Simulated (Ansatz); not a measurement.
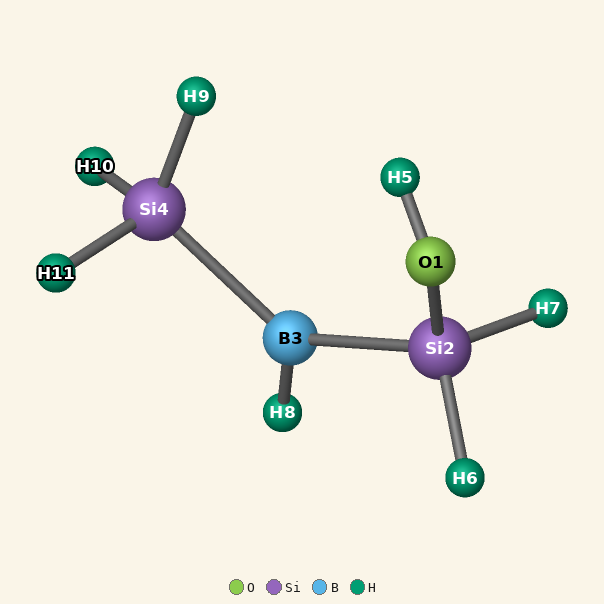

Sticks follow a distance rule. Harmonic vibrations computed with RKS PBE0-D4/def2-TZVP (Ansatz 0.2.0) at a stationary point of the same level.

### How many imaginary frequencies does it have?

A minimum: no imaginary frequency, and the lowest mode lies at 64 cm⁻¹.

### List the wavenumbers.

27 modes: 64, 82, 90, 215, 258, 374, 394, 472, 602, 705, 717, 749, 818, 859, 900, 904, 915, 919, 944, 958, 2146, 2185, 2196, 2220, 2227, 2616, 3918 cm⁻¹.
